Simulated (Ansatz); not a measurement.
**Fields on a plane of Mg2Si (antifluorite type, space group Fm-3m)**

```xyz
3
Lattice="0.0000 3.1822 3.1822 3.1822 0.0000 3.1822 3.1822 3.1822 0.0000" Properties=species:S:1:pos:R:3 pbc="T T T"
Si     0.0000     0.0000     0.0000
Mg     1.5911     1.5911     1.5911
Mg     4.7733     4.7733     4.7733
```

The slice is a {110} plane (indices of the conventional cell) through the point (0.750, 0.750, 0.750) (fractional), spanned by u = [100] and v = [1 -1 -1] in vectors of this cell: u (4.50 Å) and v (6.36 Å, at 90° to u). It covers one period; positions are fractions (u, v).

Atoms on it: Si at (0.50, 0.75); Mg at (0.00, 0.50); Mg at (0.00, 0.00).

All values below come from PBE (plane waves to 420 eV, PAW, scalar-relativistic; Ansatz, a program for electronic structure). k mesh 9×9×9. These are valence fields of a PAW run, semicore shells included where kept as valence: close to a nucleus they are smooth pseudo fields. Mg2Si was relaxed with its symmetry unable to fall. The PAW data are Ansatz's earlier set.

```tsv
v \ u	0.00	0.14	0.29	0.43	0.57	0.71	0.86
0.90	x	x	3.7	<-1.0	<-1.0	3.7	x
0.75	4.9	5.7	x	x	x	x	5.7
0.60	x	x	3.7	<-1.0	<-1.0	3.7	x
0.45	x	x	4.1	7.5	7.5	4.1	x
0.30	3.2	4.9	7.0	7.8	7.8	7.0	4.9
0.15	x	1.6	6.2	7.7	7.7	6.2	1.7
0.00	x	x	3.8	7.1	7.1	3.8	x
```

Values: electrostatic potential energy of an electron, from the cell's mean, in eV. Points within 1 Å of a nucleus are blanked (x), as the pseudised field means little there. Values under -1 eV are set to -1. The zero, the cell's mean, hangs on the PAW cores.

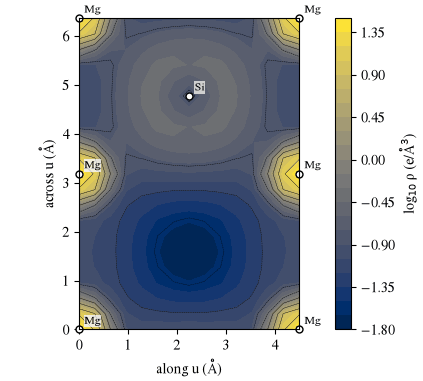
Figure: Log₁₀ of the valence density in e/Å³, one period of the plane, atoms marked. The scale is logarithmic, as a density can span decades between atoms and voids.

Element round which the density of the highest valence band (whole band, smooth part) is largest on this plane: Si.
